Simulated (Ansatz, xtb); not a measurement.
C2H5NOSn (SnH2Me(NCO)): methods side by side

C2H5NOSn has 10 atoms, charge 0, and is taken as a singlet. As SMILES, `[H][Sn]([H])([CH3])[N]=C=O`. Geometry: a GFN2-xTB relaxation, a rough one for these elements and not checked as a minimum. This is one conformer, not always the lowest.

| atom | x (Å) | y (Å) | z (Å) |
| --- | --- | --- | --- |
| Sn | 0.7931 | 0.0445 | 0.6380 |
| H | 0.6648 | -0.1579 | 2.2925 |
| H | 2.3811 | -0.1587 | 0.1561 |
| C | -0.2892 | 1.6897 | -0.2321 |
| H | 0.1242 | 2.6368 | 0.0945 |
| H | -1.3312 | 1.6341 | 0.0668 |
| H | -0.2282 | 1.6290 | -1.3142 |
| N | -0.0574 | -1.6091 | -0.0435 |
| C | -0.7163 | -2.4374 | -0.5766 |
| O | -1.3410 | -3.2710 | -1.0814 |

Quantity: the dipole moment, in D. The values are calculated.

| level | kind | program | value (D) |
| --- | --- | --- | --- |
| GFN2-xTB | semi-empirical | xtb | 4.72 |
| GFN0-xTB | semi-empirical | xtb | 3.19 |
| GFN1-xTB | semi-empirical | xtb | 5.50 |
| HF/STO-3G | Hartree–Fock | Ansatz | 4.33 |
| HF/3-21G | Hartree–Fock | Ansatz | 4.53 |
| HF/def2-SVP (core potential) | Hartree–Fock | Ansatz | 4.55 |
| HF/def2-SVPD (core potential) | Hartree–Fock | Ansatz | 4.57 |
| PBE0/def2-SVP (core potential) | global hybrid | Ansatz | 4.21 |
| B3LYP/def2-SVPD (core potential) | global hybrid | Ansatz | 4.33 |
| PBE0/def2-SVPD (core potential) | global hybrid | Ansatz | 4.32 |

All-electron rows without a relativistic Hamiltonian named are non-relativistic, while core potentials hold scalar relativity, so basis and relativity change together. The values span 3.19 to 5.50 D. Magnitudes only. Sets without polarisation functions give poor dipoles.

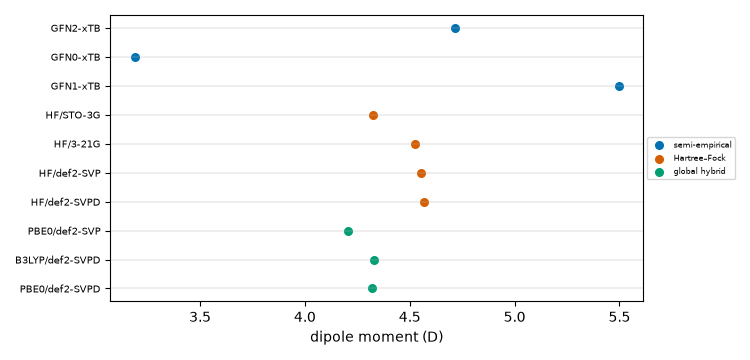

The values of the table, level by level.
